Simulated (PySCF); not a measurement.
# TiCl3: frequency calculation

The run: frequency calculation of TiCl3, multiplicity 2. Method and program: UKS-based PBE0, Ti def2-SVP, Cl def2-SVP; non-relativistic Hamiltonian; density fitting (PySCF 2.14.0).

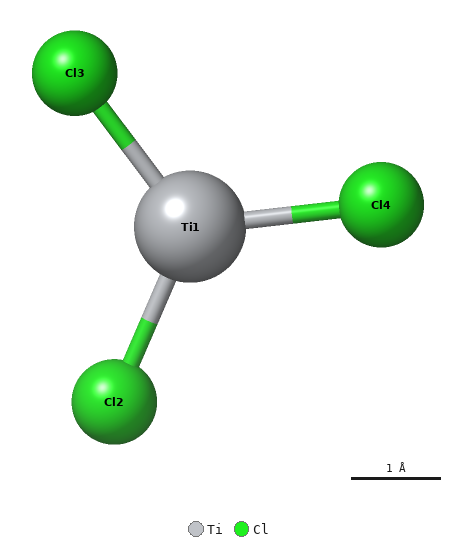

The input geometry (ball-and-stick view, seen on its broad side; atoms are numbered from 1 in the order of the input). Sticks mark near contacts.

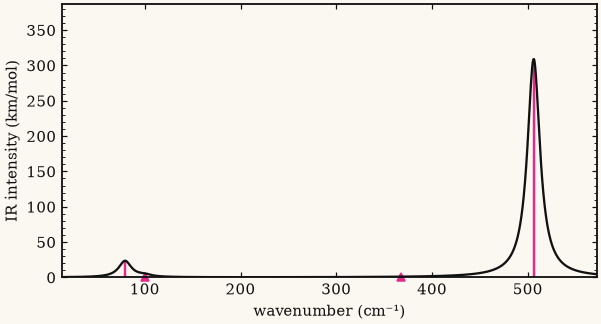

Harmonic infrared spectrum, unscaled: sticks (degenerate modes added up, dark ones marked on the axis) with a Lorentzian envelope of 16 cm⁻¹ full width, scaled to the tallest stick. 6 modes from 79 to 506 cm⁻¹, none imaginary. The strongest line is at 506 cm⁻¹ (309 km/mol). All modes, in cm⁻¹ (km/mol): 79 (23), 100 (1.4), 100 (1.4), 367 (0.0), 506 (155), 506 (155).

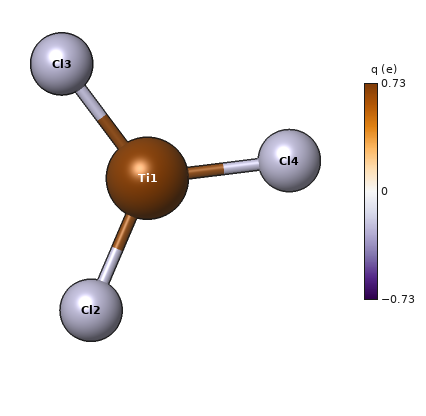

Mulliken charges, as the colour of each atom (ball-and-stick view, seen on its broad side; atoms are numbered from 1 in the order of the input). By element: Ti +0.70 and Cl −0.23 e.

The input and output of the run follow.

Input file:
```python
from pyscf import gto, scf, dft
mol = gto.M(atom='''
Ti    -0.000000    -0.000000     0.000000
Cl     2.184655     0.000024    -0.000001
Cl    -1.092348     1.891955     0.000000
Cl    -1.092307    -1.891979     0.000001''',
    basis={'Ti': 'def2-SVP', 'Cl': 'def2-SVP'},
    charge=0, spin=1)
mf = dft.UKS(mol, xc='PBE0')
mf.grids.atom_grid = (75, 302)
aux = {'Ti': 'def2-universal-JKFIT', 'Cl': 'def2-universal-JKFIT'}
mf = mf.density_fit(auxbasis=aux)
mf.conv_tol = 1e-09
mf.diis_space = 10
mf.max_cycle = 60
mf.verbose = 4
mf.kernel()
```

The script is an equivalent of the set-up of the self-consistent field. The run itself was carried out by a driver, which started from the orbitals of the step before it where there was one and computed the further properties.

Run as:
```bash
OMP_NUM_THREADS=2 python axn.py task.json out
```

The program's output:
```
init E= -2229.06710276719
  alpha nocc = 37  HOMO = -0.282624159877983  LUMO = -0.101553640222678
  beta  nocc = 36  HOMO = -0.34401290395604  LUMO = -0.101557243026513
  HOMO = -0.282624159878  LUMO = -0.101557243027  gap/eV = 4.92708
cycle= 1 E= -2229.06710276718  delta_E= 7.28e-12  |g|= 1.64e-06  |ddm|= 2.19e-06
  alpha nocc = 37  HOMO = -0.282625250923773  LUMO = -0.101554774346359
  beta  nocc = 36  HOMO = -0.344012823505519  LUMO = -0.101558366930229
  HOMO = -0.282625250924  LUMO = -0.10155836693  gap/eV = 4.92708
Extra cycle  E= -2229.06710276717  delta_E= 5.46e-12  |g|= 4.42e-06  |ddm|= 5.76e-06
converged SCF energy = -2229.06710276717  <S^2> = 0.75621646  2S+1 = 2.0062068
```

Summary:

- outcome: converged
- total energy: −2229.067103 hartree
- ⟨S²⟩: 0.756
- zero-point energy: 0.003780 hartree
- dipole moment: 0.00 D
- wavenumbers, lowest and highest: 79 and 506 cm⁻¹
- hardware: 2 threads of AMD EPYC (Zen 5), 64 GiB of memory available, shared host
- wall time: 16 s (CPU time 33 s)
- peak memory: 0.99 GiB
